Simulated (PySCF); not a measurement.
Fe(OH2)6, H12FeO6 (cation, charge +2), SMILES [OH2]->[Fe+2](<-[OH2])(<-[OH2])(<-[OH2])(<-[OH2])<-[OH2], multiplicity 5 at its GFN2-xTB optimised geometry (Å):

```
19

Fe     0.0009     0.0003     0.0000
O     -0.0037     2.3400     0.2080
H     -0.0010     2.8499     1.0250
H     -0.0057     2.9858    -0.5065
O      0.0032     0.2124    -2.3394
H      0.7718     0.2625    -2.9176
H     -0.7657     0.2660    -2.9170
O     -2.3479     0.0075    -0.0020
H     -2.9309    -0.7558    -0.0717
H     -2.9251     0.7754     0.0674
O      2.3500     0.0003     0.0000
H      2.9296     0.7667     0.0651
H      2.9309    -0.7652    -0.0645
O      0.0053    -0.2054     2.3399
H     -0.7619    -0.2570     2.9197
H      0.7756    -0.2559     2.9158
O     -0.0084    -2.3393    -0.2096
H     -0.0116    -2.9858     0.5042
H     -0.0093    -2.8485    -1.0271
```

Method: unrestricted PBE0/def2-SVP (PySCF). Cells within 0.4 Å of a nucleus heavier than hydrogen are left out (blank, or x).

Map of the Laplacian of the electron density (e/bohr⁵), clipped to [-1.50, 1.50] on the plane z = 0.0 Å:

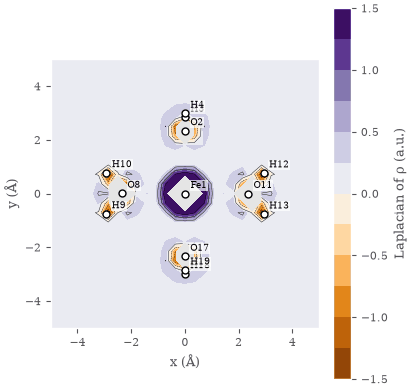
Laplacian of the electron density (e/bohr⁵), clipped to [-1.50, 1.50] on the plane z = 0.0 Å.
